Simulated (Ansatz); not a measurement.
# CH3NO2Si: the cost of one run

Method: RKS PBE/def2-SVP, in Ansatz 0.2.0.

## 1. The system as given

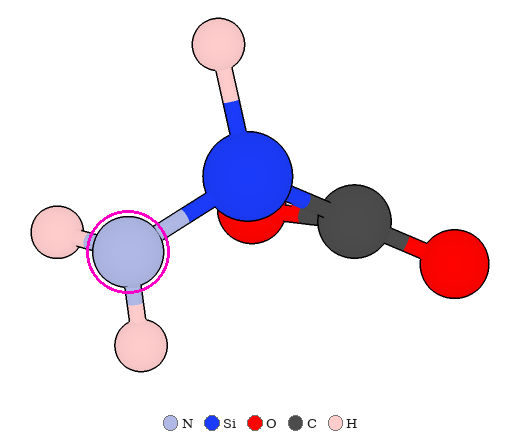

Start, viewed from a chosen angle; nitrogen light blue, silicon blue, oxygen red, carbon dark grey, hydrogen pink. Ringed: N1.

As a file:

```xyz
8

N    -0.8684    0.1368    1.2389
Si    0.2916   -0.5431    0.2744
O     0.6275    0.7530   -0.8437
C     0.4617   -0.3648   -1.4424
O     0.2712   -0.8548   -2.5520
H    -1.7065    0.4268    0.6251
H    -0.5330    1.0848    1.5444
H     1.5480   -0.6959    1.0995
```

## 2. End point A

Contents of input.yaml:

```yaml
crystal:
  periodic: [false, false, false]
  atoms:
    - { symbol: "N", position_ang: [-0.8684, 0.1368, 1.2389] }
    - { symbol: Si, position_ang: [0.2916, -0.5431, 0.2744] }
    - { symbol: O, position_ang: [0.6275, 0.753, -0.8437] }
    - { symbol: C, position_ang: [0.4617, -0.3648, -1.4424] }
    - { symbol: O, position_ang: [0.2712, -0.8548, -2.552] }
    - { symbol: H, position_ang: [-1.7065, 0.4268, 0.6251] }
    - { symbol: H, position_ang: [-0.533, 1.0848, 1.5444] }
    - { symbol: H, position_ang: [1.548, -0.6959, 1.0995] }
basis:
  gaussian: { orbitals: def2-SVP }
hamiltonian:
  xc: pbe
relax:
  f_tol: 0.015
  max_steps: 40
```

Started as:

```
ansatz run input.yaml --threads 1 --pin off --max-ram 2048MiB --backend cpu --events-out ev --progress --plain --runs-dir out
```

What time and memory should one allow on 1 thread of Arm Neoverse V1, shared host?

About 42 s, with a peak of 0.14 GiB.
